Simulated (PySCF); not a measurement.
PPAsSb tetrahedron (AsP₂Sb).

PySCF calculation, B3LYP/def2-SVP, gas phase; geometry: GFN2-xTB. Core potentials replace the inner electrons of Sb; spin–orbit coupling isn't included. No frequency check shows the geometry to be a minimum. GFN2-xTB bond lengths at metals and heavier atoms can be off by up to 0.1 Å and shapes distorted, which carries into these values. Without diffuse functions Rydberg states are missing, so the states' numbers hold for this basis only.

Cartesian coordinates (Å):

```
P1       0.6037   -1.1307    1.0799
P2       0.6036   -1.1308   -1.0798
As3      1.3330    0.7340   -0.0000
Sb4     -1.2176    0.1902    0.0000
```

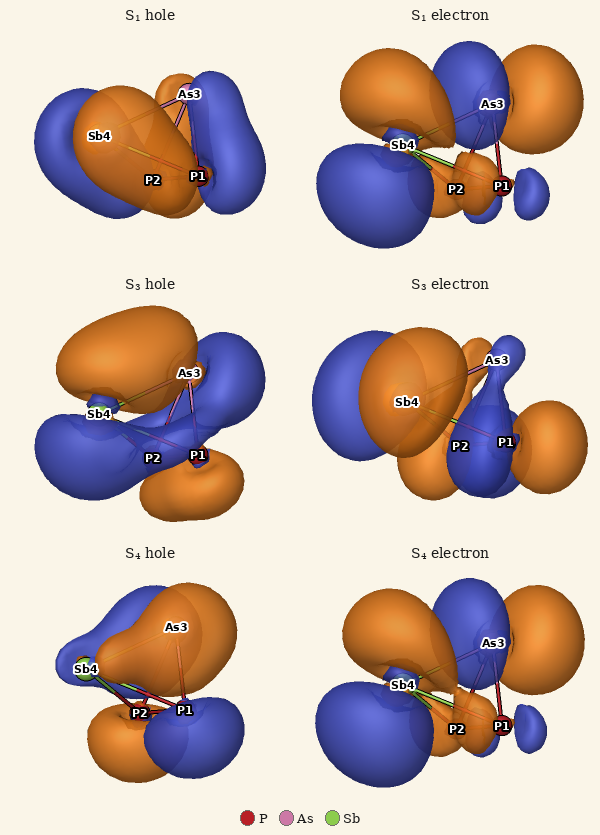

Leading natural transition orbitals (TDA singlet states).

Question: Describe these excited states.

Answer: By state:
- S₁: 4.05 eV (306 nm), f = 0.000 (very weak), partly diffuse acceptor orbital, which a basis without diffuse functions describes poorly; the leading pair carries 73 %; hole on Sb4 (41 %), P1 and P2 (21 % each) and As3 (16 %), electron on Sb4 (52 %), As3 (28 %) and P1 and P2 (10 % each) (atom shares of so diffuse an orbital are rough) (shares are of the whole state, not of the leading pair alone); their centroids lie 0.5 Å apart.
- S₃: 4.38 eV (283 nm), f = 0.000 (very weak), partly diffuse acceptor orbital, which a basis without diffuse functions describes poorly; the leading pair carries 74 %; hole on Sb4 (39 %), As3 (30 %) and P1 and P2 (15 % each), electron on Sb4 (50 %), P1 and P2 (18 % each) and As3 (14 %) (atom shares of so diffuse an orbital are rough) (shares are of the whole state, not of the leading pair alone); their centroids lie 0.5 Å apart; S₂ lies within 0.1 eV of it.
- S₄: 4.76 eV (261 nm), f = 0.001 (very weak), partly diffuse acceptor orbital, which a basis without diffuse functions describes poorly; the leading pair carries 94 %; hole on As3 (34 %), P1 and P2 (27 % each) and Sb4 (12 %), electron on Sb4 (50 %), As3 (38 %) and P1 and P2 (6 % each) (atom shares of so diffuse an orbital are rough); their centroids lie 1.1 Å apart.
